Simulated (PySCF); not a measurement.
SMILES C[Si](Cl)Cl (CH3Cl2Si), doublet at its B3LYP/def2-SVP optimised geometry (Å):

```
7

C     -0.7976     0.6312     0.0000
Si    -0.1928    -1.1550     0.0000
Cl    -0.8791    -2.0953     1.7366
Cl     1.8979    -1.1550     0.0000
H     -0.4126     1.1483     0.8947
H     -1.8979     0.6603     0.0166
H     -0.4362     1.1550    -0.8983
```

Computed with unrestricted B3LYP/def2-TZVP in PySCF 2.14.0. Cells within 0.4 Å of a nucleus heavier than hydrogen are left out (blank, or x).

Map of the log10 of the electron density (e/bohr³), floored at −4 on the plane z = 0.0 Å:

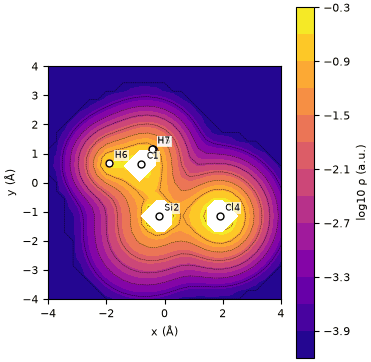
Log10 of the electron density (e/bohr³), floored at −4 on the plane z = 0.0 Å.
